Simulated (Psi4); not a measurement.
# CH3BFNO (SMILES NC1(F)BO1) at TPSSh/6-31G(d) (spherical functions)

What is the energy change on altering one bond length of CH3BFNO at TPSSh/6-31G* (spherical functions)? 

Program for the calculation: Psi4 1.11.

**1. The molecule**

CH3BFNO has 8 atoms, charge 0, and is taken as a singlet. SMILES: `NC1(F)BO1`. Geometry: relaxed at PBE0-D4/def2-TZVP. This is one conformer, not always the lowest.

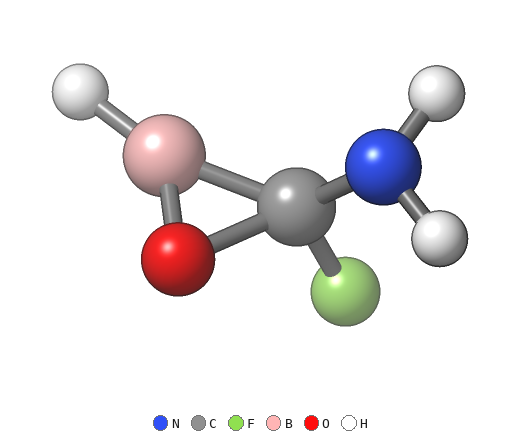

The structure, seen from a chosen angle (nitrogen blue, carbon grey, fluorine green, boron pink, oxygen red, hydrogen white).

**2. The energy at TPSSh/6-31G(d) (spherical functions)**

The input, run.py:

```python
import psi4

psi4.set_memory(2200000000)
psi4.set_num_threads(1)
psi4.set_output_file('ch3bfno.out', False)

mol = psi4.geometry("""
N     -0.431000     1.148400     0.184600
C      0.054100    -0.061200    -0.289600
F      0.122100    -0.132700    -1.658300
B      0.337600    -1.307200     0.515100
O      1.346900    -0.473000     0.255300
H     -1.439500     1.170100     0.211400
H     -0.075300     1.941600    -0.336200
H      0.177200    -2.343100     1.061900
units angstrom
symmetry c1
""")

psi4.set_options({
    'reference': 'rks',
    'puream': True,
    'e_convergence': 1e-09,
    'd_convergence': 1e-08,
    'scf_type': 'pk',
    'dft_radial_points': 99,
    'dft_spherical_points': 590,
})

E, wfn = psi4.energy('tpssh/6-31G*', return_wfn=True)
psi4.oeprop(wfn, 'WIBERG_LOWDIN_INDICES', 'MAYER_INDICES', 'QUADRUPOLE', title='TPSSH')
print(f'tpssh/6-31G* energy: {E:.10f} Eh')
for k, v in sorted(psi4.core.scalar_variables().items()):
    print(f'{k:45s} {v:18.10f}')
```

On the command line:

```
$ python run.py
```

ch3bfno.out:

```text
[...]
  Running in c1 symmetry.
[...]
  Nuclear repulsion =  167.411286225685387
[...]
  Multiplicity = 1
[...]
  Nalpha       = 19
  Nbeta        = 19
[...]
    Number of basis functions: 76
[...]
   @RKS iter   1:  -294.32940863164367   -1.30986e-01   9.72966e-03 DIIS/ADIIS
[...]
   @RKS iter  12:  -294.55959230613121   -4.54747e-13   4.14946e-09 DIIS
[...]
    Orbital Energies [Eh]
    ---------------------
    Doubly Occupied:
       1A    -24.597376     2A    -19.106487     3A    -14.266647
       4A    -10.255319     5A     -6.729107     6A     -1.177598
       7A     -1.046219     8A     -0.885221     9A     -0.612032
      10A     -0.531372    11A     -0.508948    12A     -0.484314
      13A     -0.465099    14A     -0.406406    15A     -0.384975
      16A     -0.356866    17A     -0.339795    18A     -0.261849
      19A     -0.253507
[...]
  @RKS Final Energy:  -294.55959230613121
   => Energetics <=
    Nuclear Repulsion Energy =            167.4112862256853873
    One-Electron Energy =                -735.8976201724300381
    Two-Electron Energy =                 307.0837056928899642
    DFT Exchange-Correlation Energy =     -33.1569640522764644
    Empirical Dispersion Energy =           0.0000000000000000
    VV10 Nonlocal Energy =                  0.0000000000000000
    Total Energy =                       -294.5595923061312078
[...]
 Multipole Moments:
 ------------------------------------------------------------------------------------
     Multipole            Electronic (a.u.)      Nuclear  (a.u.)        Total (a.u.)
 ------------------------------------------------------------------------------------
 L = 1.  Multiply by 2.5417464519 to convert [e a0] to [Debye]
 Dipole X            :          1.2090274           -1.9382319           -0.7292045
 Dipole Y            :         -1.9840994            2.1889003            0.2048010
 Dipole Z            :         -2.1214396            2.2175885            0.0961489
 Magnitude           :                                                    0.7634967
 L = 2.  Multiply by 1.3450342976 to convert [e a0^2] to [Debye ang]
 Quadrupole XX       :        -78.0350913           58.1401007          -19.8949906
 Quadrupole XY       :         43.3413492          -44.4223928           -1.0810436
[...]
```

Standard output:

```text
tpssh/6-31G* energy: -294.5595923061 Eh
CURRENT ENERGY                                   -294.5595923061
CURRENT REFERENCE ENERGY                         -294.5595923061
DD SOLVATION ENERGY                                 0.0000000000
DFT FUNCTIONAL TOTAL ENERGY                      -294.5595923061
DFT TOTAL ENERGY                                 -294.5595923061
DFT VV10 ENERGY                                     0.0000000000
DFT XC ENERGY                                     -33.1569640523
GRID ELECTRONS ALPHA                               19.0000002357
GRID ELECTRONS BETA                                19.0000002357
GRID ELECTRONS TOTAL                               38.0000004715
NUCLEAR REPULSION ENERGY                          167.4112862257
ONE-ELECTRON ENERGY                              -735.8976201724
PCM POLARIZATION ENERGY                             0.0000000000
PE ENERGY                                           0.0000000000
SCF ITERATION ENERGY                             -294.5595923061
SCF ITERATIONS                                     12.0000000000
SCF TOTAL ENERGY                                 -294.5595923061
TWO-ELECTRON ENERGY                               307.0837056929
XC GRID RADIAL POINTS                              99.0000000000
XC GRID SPHERICAL POINTS                          590.0000000000
XC GRID TOTAL POINTS                           441495.0000000000
```

It took 73 s on 1 thread of AMD EPYC 7R43 (Zen 3), shared host; peak memory 1.4 GiB.

**3. The distorted shape at the same level**

The input, ch3bfno.xyz:

```xyz
8
CH3BFNO
N     -0.503778     1.329872     0.255742
C      0.054100    -0.061200    -0.289600
F      0.122100    -0.132700    -1.658300
B      0.337600    -1.307200     0.515100
O      1.346900    -0.473000     0.255300
H     -1.512278     1.351572     0.282542
H     -0.148078     2.123072    -0.265058
H      0.177200    -2.343100     1.061900
```

The input, calc.py:

```python
import psi4

psi4.set_memory(2200000000)
psi4.set_num_threads(1)
psi4.core.set_output_file('run.log', False)

with open('ch3bfno.xyz') as f:
    atoms = ''.join(f.readlines()[2:])
geom = psi4.geometry('0 1\n' + atoms + 'symmetry c1')

options = {'reference': 'rks', 'puream': True, 'e_convergence': 1e-09, 'd_convergence': 1e-08, 'scf_type': 'pk', 'dft_radial_points': 99, 'dft_spherical_points': 590}
psi4.set_options(options)

E, wfn = psi4.energy('tpssh/6-31G*', return_wfn=True)
psi4.oeprop(wfn, 'QUADRUPOLE', 'MULLIKEN_CHARGES', 'LOWDIN_CHARGES')
print(f'total energy {E:.8f} hartree = {E * 27.211386:.5f} eV')
```

On the command line:

```
$ python calc.py
```

run.log, shortened:

```text
[...]
  Running in c1 symmetry.
[...]
  Nuclear repulsion =  162.172174828222012
[...]
  Multiplicity = 1
[...]
  Nalpha       = 19
  Nbeta        = 19
[...]
    Number of basis functions: 76
[...]
   @RKS iter   1:  -294.31385304021376   -3.48433e-01   9.69507e-03 ADIIS/DIIS
[...]
   @RKS iter  12:  -294.54094838361686   -2.44427e-12   3.42365e-09 DIIS
[...]
  @RKS Final Energy:  -294.54094838361686
   => Energetics <=
    Nuclear Repulsion Energy =            162.1721748282220119
    One-Electron Energy =                -725.4213204106619060
    Two-Electron Energy =                 301.7770161003752492
    DFT Exchange-Correlation Energy =     -33.0688189015521772
    Empirical Dispersion Energy =           0.0000000000000000
    VV10 Nonlocal Energy =                  0.0000000000000000
    Total Energy =                       -294.5409483836168647
[...]
 Multipole Moments:
 ------------------------------------------------------------------------------------
     Multipole            Electronic (a.u.)      Nuclear  (a.u.)        Total (a.u.)
 ------------------------------------------------------------------------------------
 L = 1.  Multiply by 2.5417464519 to convert [e a0] to [Debye]
 Dipole X            :          1.4268907           -2.0602217           -0.6333310
 Dipole Y            :         -2.4557156            2.4930821            0.0373665
 Dipole Z            :         -2.2990685            2.3368360            0.0377675
 Magnitude           :                                                    0.6355555
 L = 2.  Multiply by 1.3450342976 to convert [e a0^2] to [Debye ang]
 Quadrupole XX       :        -81.7934723           61.8119135          -19.9815589
 Quadrupole XY       :         51.1466824          -52.2568939           -1.1102115
[...]
  Mulliken Charges: (a.u.)
   Center  Symbol    Alpha    Beta     Spin     Total
       1     N     3.89951  3.89951  0.00000 -0.79902
       2     C     2.75570  2.75570  0.00000  0.48860
       3     F     4.65652  4.65652  0.00000 -0.31304
       4     B     2.36193  2.36193  0.00000  0.27615
       5     O     4.17149  4.17149  0.00000 -0.34298
       6     H     0.33196  0.33196  0.00000  0.33608
       7     H     0.33359  0.33359  0.00000  0.33281
       8     H     0.48930  0.48930  0.00000  0.02140
   Total alpha = 19.00000, Total beta = 19.00000, Total charge = -0.00000
[...]
```

The script printed:

```text
total energy -294.54094838 hartree = -8014.86744 eV
```

Run time: 79 s. Hardware: 1 thread of AMD EPYC 7R43 (Zen 3), shared host; peak memory 1.3 GiB.

**4. What came out**

Level: TPSSh/6-31G* (spherical functions).

| quantity | value |
| --- | --- |
| first shape: total energy | -294.55959 Eh |
| first shape: dipole moment | 1.94 D |
| first shape: HOMO energy | -6.90 eV |
| first shape: LUMO energy | -0.69 eV |
| first shape: HOMO–LUMO gap | 6.21 eV |
| distorted shape: total energy | -294.54095 Eh |
| distorted shape: dipole moment | 1.62 D |
| distorted shape: HOMO energy | -6.60 eV |
| distorted shape: LUMO energy | -0.89 eV |
| distorted shape: HOMO–LUMO gap | 5.71 eV |
| energy change with the N1–C2 bond stretched from 1.387 to 1.595 Å | 0.507 eV |

What this shows: With the N1–C2 bond stretched from 1.387 to 1.595 Å the energy rises by 0.51 eV (48.9 kJ/mol). The first shape isn't relaxed at this level, so the change isn't measured from a minimum.
